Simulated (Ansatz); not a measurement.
# SiNH₄ (doublet): correlated methods under varied settings at distance N1–H4 along a hydrogen transfer = 1.687 Å

What do other methods and options give for SiNH₄ (doublet) at this geometry, and how long do they take?

Program: Ansatz 0.2.0, Gaussian basis. Level of theory: the settings change from run to run. These are calculated values, not measurements.

8 further runs of the same task are left out: 6 that didn't finish, 2 set aside as unsound or not needed.

## (1) What is computed

The geometry derives from fragments relaxed apart (PBE0/def2-TZVP) and kept rigid, so it is no stationary point. A hydrogen atom is moved between rigid fragments.

6 atoms, charge 0, spin multiplicity 2.

Atoms are counted from 1 here; the program's logs count them from 0.

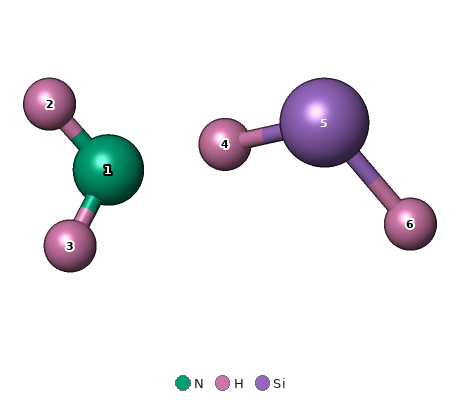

The geometry (nitrogen teal, hydrogen pink, silicon purple); atoms are numbered from 1 in the order of the file.

## (2) HF/cc-pVDZ

Input file in.yaml:

```yaml
crystal:
  periodic: [false, false, false]
  atoms:
    - {symbol: N, position_ang: [-2.004942, 0.019973, -0.019236]}
    - {symbol: H, position_ang: [-2.302222, 0.987807, -0.019236]}
    - {symbol: H, position_ang: [-2.302222, -0.382326, 0.861023]}
    - {symbol: H, position_ang: [-0.317942, 0.019973, -0.019236]}
    - {symbol: Si, position_ang: [1.122058, 0.019973, -0.019236]}
    - {symbol: H, position_ang: [1.518492, -1.459540, -0.019236]}
basis:
  gaussian: {orbitals: cc-pVDZ}
magnetization: {spin_polarized: false, initial_magnetization: 1}
hamiltonian: {xc: hf}
output: {orbitals: {seedname: orbitals}}
```

The run is started by

```bash
$ ansatz run in.yaml --threads 1 --pin off --events-out ev --progress --plain --max-ram 2393MiB
```

Standard output:

```text
Functional definition: HF
  name "HF"
  cite "Fock, Z. Phys. 61, 126 (1930) doi:10.1007/BF01340294"
  parent pbe
  exchange = exact_x
  correlation = 0
496 factors; integrals over basis functions are off by at most 1.3e-3 eV
mean field evaluation 1: about -9396.1811 eV, gradient 3.8e1 eV
mean field evaluation 2: about -9396.1817 eV, gradient 3.8e1 eV
mean field evaluation 4: about -9401.5049 eV, gradient 4.8e0 eV
mean field evaluation 8: about -9402.8257 eV, gradient 1.5e0 eV
mean field evaluation 16: about -9353.6830 eV, gradient 5.1e1 eV
mean field evaluation 32: about -9390.0463 eV, gradient 2.0e1 eV
mean field evaluation 64: about -9402.8215 eV, gradient 1.6e0 eV
mean field -9402.87098859 eV, -345.5491353359 hartree, gradient 1.4e-5 eV, S^2 0.750000; 1 other end points of the search recorded, 0 dependent functions left out
reference -9402.87098859 eV, -345.5491353359 hartree; 13, 12 occupied and 39, 40 virtual orbitals, 496 factors
Total energy: -9402.87098859 eV, -345.5491353359 hartree
```

Run time: 0.51 s. Hardware: 1 thread of Arm Neoverse V1, shared host.

## (3) MP2 on UHF/STO-3G

Changes to in.yaml since step 2:

```diff
@@ -10,5 +10,4 @@
 basis:
-  gaussian: {orbitals: cc-pVDZ}
-magnetization: {spin_polarized: false, initial_magnetization: 1}
-hamiltonian: {xc: hf}
-output: {orbitals: {seedname: orbitals}}
+  gaussian: {orbitals: STO-3G}
+magnetization: {spin_polarized: true, initial_magnetization: 1}
+correlation: {method: mp2, electrons: valence}
```

The command is unchanged.

Standard output (excerpt; [...] marks lines left out):

```text
Functional definition: HF
  name "HF"
  cite "Fock, Z. Phys. 61, 126 (1930) doi:10.1007/BF01340294"
  parent pbe
[...]
207 factors; integrals over basis functions are off by at most 2.9e-5 eV
[...]
mean field -9291.92530795 eV, -341.4719567738 hartree, gradient 1.7e-6 eV, S^2 1.086516; 10 other end points of the search recorded, 0 dependent functions left out
6 core orbitals not correlated: weight in the atoms' cores, before any rotation towards them, 1.000 or more for the frozen orbitals, at most 0.000 for the correlated occupied ones
reference -9291.92530795 eV, -341.4719567738 hartree; 7, 6 occupied and 5, 6 virtual orbitals, 207 factors
second order -1.66098362 eV of doubles, -0.00000000 eV of singles
Total energy: -9293.58629157 eV, -341.5329967960 hartree
```

It took 0.21 s on 1 thread of Arm Neoverse V1, shared host.

From the report: ⟨S²⟩ of the determinant 1.087 (pure doublet: 0.75).

## (4) HF/6-31G*

Changes to in.yaml since step 3:

```diff
@@ -10,4 +10,5 @@
 basis:
-  gaussian: {orbitals: STO-3G}
-magnetization: {spin_polarized: true, initial_magnetization: 1}
-correlation: {method: mp2, electrons: valence}
+  gaussian: {orbitals: "6-31G*"}
+magnetization: {spin_polarized: false, initial_magnetization: 1}
+hamiltonian: {xc: hf}
+output: {orbitals: {seedname: orbitals}}
```

Launched as before.

Standard output:

```text
Functional definition: HF
  name "HF"
  cite "Fock, Z. Phys. 61, 126 (1930) doi:10.1007/BF01340294"
  parent pbe
  exchange = exact_x
  correlation = 0
430 factors; integrals over basis functions are off by at most 9.8e-4 eV
mean field evaluation 1: about -9395.8271 eV, gradient 3.7e1 eV
mean field evaluation 2: about -9395.8483 eV, gradient 3.7e1 eV
mean field evaluation 4: about -9400.7900 eV, gradient 4.5e0 eV
mean field evaluation 8: about -9402.0811 eV, gradient 1.7e0 eV
mean field evaluation 16: about -9402.1367 eV, gradient 1.4e-5 eV
mean field evaluation 32: about -9390.7928 eV, gradient 7.4e0 eV
mean field evaluation 64: about -9396.0503 eV, gradient 1.6e1 eV
mean field -9402.13665035 eV, -345.5221489031 hartree, gradient 2.7e-5 eV, S^2 0.750000; 0 other end points of the search recorded, 0 dependent functions left out
reference -9402.13665035 eV, -345.5221489031 hartree; 13, 12 occupied and 29, 30 virtual orbitals, 430 factors
Total energy: -9402.13665035 eV, -345.5221489031 hartree
```

It took 0.33 s on 1 thread of Arm Neoverse V1, shared host.

## (5) MP2 on UHF/STO-3G

Changes to in.yaml since step 4:

```diff
@@ -10,5 +10,5 @@
 basis:
-  gaussian: {orbitals: "6-31G*"}
-magnetization: {spin_polarized: false, initial_magnetization: 1}
-hamiltonian: {xc: hf}
-output: {orbitals: {seedname: orbitals}}
+  gaussian: {orbitals: STO-3G}
+magnetization: {spin_polarized: true, initial_magnetization: 1}
+hamiltonian: {pseudopotentials: {relativity: none}}
+correlation: {method: mp2, electrons: all}
```

Same command.

Standard output:

```text
Functional definition: HF
  name "HF"
  cite "Fock, Z. Phys. 61, 126 (1930) doi:10.1007/BF01340294"
  parent pbe
  exchange = exact_x
  correlation = 0
207 factors; integrals over basis functions are off by at most 2.9e-5 eV
mean field evaluation 1: about -9286.3653 eV, gradient 1.9e1 eV
mean field evaluation 2: about -9286.4394 eV, gradient 1.9e1 eV
mean field evaluation 4: about -9291.2863 eV, gradient 4.7e0 eV
mean field evaluation 8: about -9291.8436 eV, gradient 2.3e-1 eV
mean field evaluation 16: about -9291.9288 eV, gradient 9.2e-2 eV
mean field evaluation 32: about -9291.3370 eV, gradient 1.5e0 eV
mean field evaluation 64: about -9291.6970 eV, gradient 1.3e0 eV
mean field -9291.92530795 eV, -341.4719567738 hartree, gradient 1.7e-6 eV, S^2 1.086516; 10 other end points of the search recorded, 0 dependent functions left out
reference -9291.92530795 eV, -341.4719567738 hartree; 13, 12 occupied and 5, 6 virtual orbitals, 207 factors
second order -1.73705432 eV of doubles, -0.00000000 eV of singles
Total energy: -9293.66236227 eV, -341.5357923428 hartree
```

It took 0.21 s on 1 thread of Arm Neoverse V1, shared host.

From the report: ⟨S²⟩ of the determinant 1.087 (pure doublet: 0.75).

## (6) The runs in one table

Where basis and cores are those of an earlier UCCSDT(Q)/cc-pVDZ run (-9411.0559 eV), and the state is the same kind, the miss against it is given.

```tsv
level	correlated	functions	energy (eV)	from UCCSDT(Q) (meV)	time
HF/cc-pVDZ		52	-9402.8710	8184.9	0.51 s
MP2 on UHF/STO-3G	valence	18	-9293.5863		0.21 s
HF/6-31G*		42	-9402.1367		0.33 s
MP2 on UHF/STO-3G	all	18	-9293.6624		0.21 s
```

## (7) What came out

| quantity | value |
| --- | --- |
| runs | 4 |
| quickest | MP2 on UHF/STO-3G, 0.21 s |
| slowest | HF/cc-pVDZ, 0.51 s |

**Reading.** Total energies in different bases, with other cores or another treatment of relativity can't be set against each other. HF/cc-pVDZ took 2 times as long as MP2 on UHF/STO-3G; the jobs differ in more than the method. Hartree-Fock, CASSCF and CASCI lack dynamic correlation by design.
